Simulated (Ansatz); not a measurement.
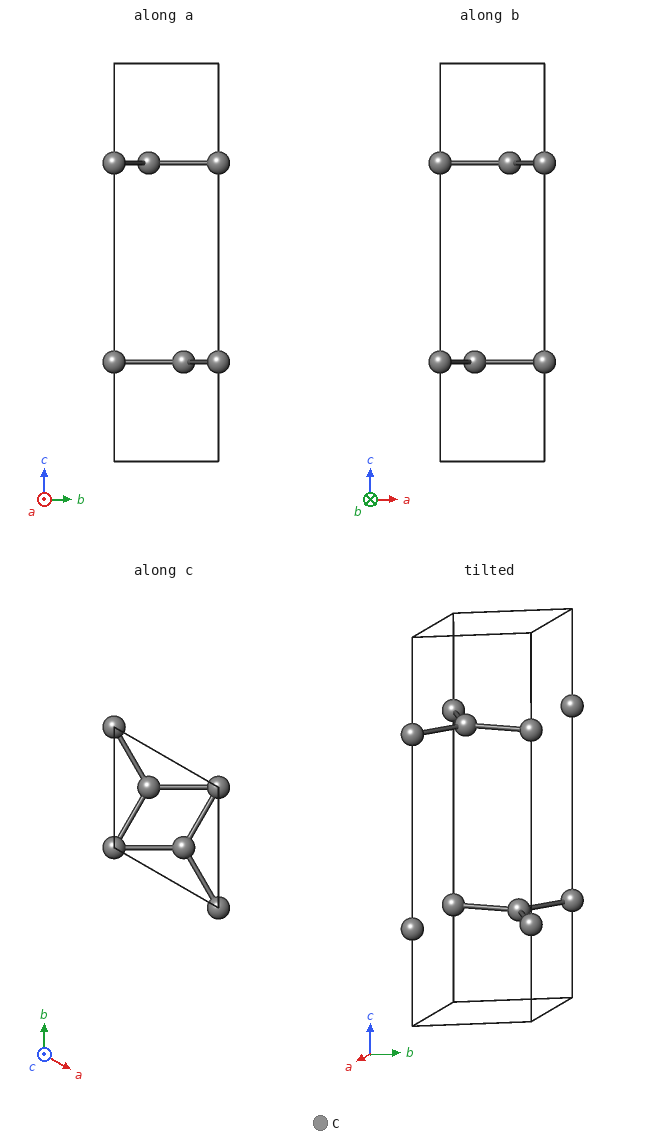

An orthographic ball-and-stick view of the structure, along the a axis, along the b axis, along the c axis and slightly off an axis. Atoms at the boundary of the conventional unit cell (the box) are drawn once for each face, edge or corner they touch.

Lattice parameters: a = 2.4663 Å, b = 2.4663 Å, c = 8.1426 Å, α = 90.000°, β = 90.000°, γ = 120.000°.

Question: Write down what is shown as a CIF in P1 with every atom of the cell.

Answer:
```cif
data_structure
_symmetry_space_group_name_H-M 'P 1'
_symmetry_Int_Tables_number 1
_cell_length_a 2.4663
_cell_length_b 2.4663
_cell_length_c 8.1426
_cell_angle_alpha 90.000
_cell_angle_beta 90.000
_cell_angle_gamma 120.000
_cell_volume 42.89
loop_
_atom_site_label
_atom_site_type_symbol
_atom_site_fract_x
_atom_site_fract_y
_atom_site_fract_z
_atom_site_occupancy
C1 C 0.0000 0.0000 0.2500 1
C2 C 0.0000 0.0000 0.7500 1
C3 C 0.3333 0.6667 0.2500 1
C4 C 0.6667 0.3333 0.7500 1
```

The structure was taken from a structure type known for this element. The geometry comes from a coarse first relaxation with Ansatz 0.2.0, DFT PBE, scalar-relativistic, plane waves, PAW.
